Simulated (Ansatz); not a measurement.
**CClF2 (chlorodifluoromethyl radical) at UB3LYP/STO-3G**

What is the electronic atomisation energy of CClF2 (chlorodifluoromethyl radical) at UB3LYP/STO-3G? 

The calculation is run with Ansatz 0.2.0.

67 further runs of the same task are left out: 6 that didn't finish, 61 set aside as unsound or not needed.

## (1) Starting point

CClF2: 4 atoms, total charge 0, spin state doublet. As SMILES, `F[C](F)Cl`. Geometry: relaxed at PBE0-D4/def2-TZVP.

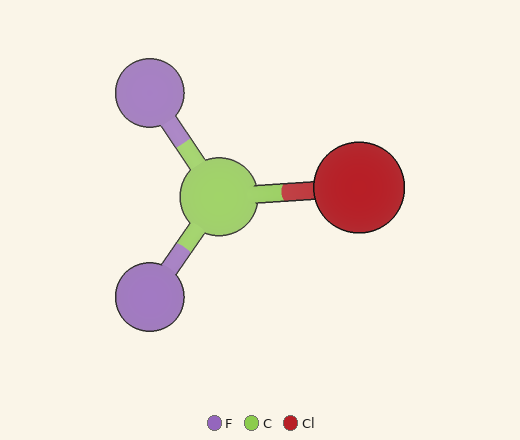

Viewed from a chosen angle; fluorine purple, carbon green, chlorine red.

## (2) The energy at UB3LYP/STO-3G

The input, input.yaml:

```yaml
crystal:
  periodic: [false, false, false]
  atoms:
    - {symbol: F, position_ang: [0.026200, 0.169300, 1.294600]}
    - {symbol: C, position_ang: [-0.230600, -0.190200, 0.056400]}
    - {symbol: F, position_ang: [0.573000, -1.160700, -0.318600]}
    - {symbol: Cl, position_ang: [-0.313000, 1.121200, -1.052700]}
basis:
  gaussian: {orbitals: STO-3G}
magnetization: {spin_polarized: true, initial_magnetization: 1}
hamiltonian: {xc: {name: B3LYP}}
accuracy: high
```

Started as:

```console
$ ansatz run input.yaml --threads 1 --pin off --max-ram 2610MiB --events-out events.jsonl --progress --plain --runs-dir runs
```

Standard output:

```text
Warning: RAYON_NUM_THREADS=1 ignored (pool sized by the plan → 1); use --threads N
Functional definition: B3LYP
  name "B3LYP"
  parameter a0 = 0.2
  parameter ax = 0.72
  parameter ac = 0.81
  exchange = (1 - a0 - ax)*slater_x + ax*b88_x + a0*exact_x
  correlation = (1 - ac)*vwn_rpa_c + ac*lyp_c
443 factors; integrals over basis functions are off by at most 4.6e-8 eV
mean field evaluation 1: about -18761.2731 eV, gradient 1.4e1 eV
mean field evaluation 2: about -18761.3438 eV, gradient 1.5e1 eV
mean field evaluation 4: about -18762.7528 eV, gradient 4.3e-1 eV
mean field evaluation 8: about -18762.7638 eV, gradient 2.6e-3 eV
mean field evaluation 16: about -18762.7638 eV, gradient 7.5e-8 eV
mean field -18762.76377804 eV, -689.5188509849 hartree, gradient 7.5e-8 eV, S^2 0.750913; 0 other end points of the search recorded, 0 dependent functions left out
reference -18762.76379771 eV, -689.5188517079 hartree; 21, 20 occupied and 3, 4 virtual orbitals, 443 factors
Total energy: -18762.76379771 eV, -689.5188517079 hartree
```

Wall time 1.8 s (1 thread of Arm Neoverse V2, shared host); peak memory 0.14 GiB.

## (3) The C atom

The input, input.yaml:

```yaml
crystal:
  periodic: [false, false, false]
  atoms:
    - symbol: C
      position_ang: [0.000000, 0.000000, 0.000000]
basis:
  gaussian:
    orbitals: STO-3G
magnetization:
  spin_polarized: true
  initial_magnetization: 2
hamiltonian:
  xc: {name: B3LYP}
accuracy: high
```

Run the same way, it converges to -37.35240 Eh (log not shown).

## (4) The Cl atom, same level

The input, in.yaml:

```yaml
crystal:
  periodic: [false, false, false]
  atoms:
    - {symbol: Cl, position_ang: [0.000000, 0.000000, 0.000000]}
basis:
  gaussian: {orbitals: STO-3G}
magnetization: {spin_polarized: true, initial_magnetization: 1}
hamiltonian: {xc: {name: B3LYP}}
accuracy: high
```

Run the same way, it converges to -455.11819 Eh (log not shown).

## (5) The F atom at the same level

The input, in.yaml:

```yaml
crystal:
  periodic: [false, false, false]
  atoms:
    - symbol: F
      position_ang: [0.000000, 0.000000, 0.000000]
basis:
  gaussian:
    orbitals: STO-3G
magnetization:
  spin_polarized: true
  initial_magnetization: 1
hamiltonian:
  xc: {name: B3LYP}
accuracy: high
```

Run the same way, it converges to -98.26898 Eh (log not shown).

## (6) Results

At UB3LYP/STO-3G:

```
                     quantity          value
       molecule: total energy  -689.51885 Eh
               molecule: ⟨S²⟩          0.751
         C atom: total energy   -37.35240 Eh
                 C atom: ⟨S²⟩          2.000
        Cl atom: total energy  -455.11819 Eh
                Cl atom: ⟨S²⟩          0.750
         F atom: total energy   -98.26898 Eh
                 F atom: ⟨S²⟩          0.750
electronic atomisation energy      13.886 eV
```

**Reading.** Taking the molecule apart into free atoms costs 13.89 eV (320 kcal/mol), before zero-point energy and without spin-orbit coupling. In a minimal basis such a difference can be off by several eV, whatever the method.
